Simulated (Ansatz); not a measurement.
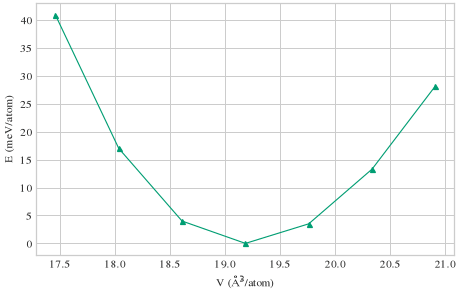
AgCl (rock salt, Fm-3m) under volume change, DFT-LDA in the program Ansatz with PAW potentials, scaled uniformly.

Task: What does a third-order Birch–Murnaghan fit give for V₀, B₀ and B′?

Result: V₀ = 19.19 Å³/atom, B₀ = 69.4 GPa, B′ = 5.2.

The cell was relaxed with LDA under the symmetry of its start; phonons on a q-mesh show no instability. No spin polarisation was allowed.

Potentials: the later of the program's two PAW sets.
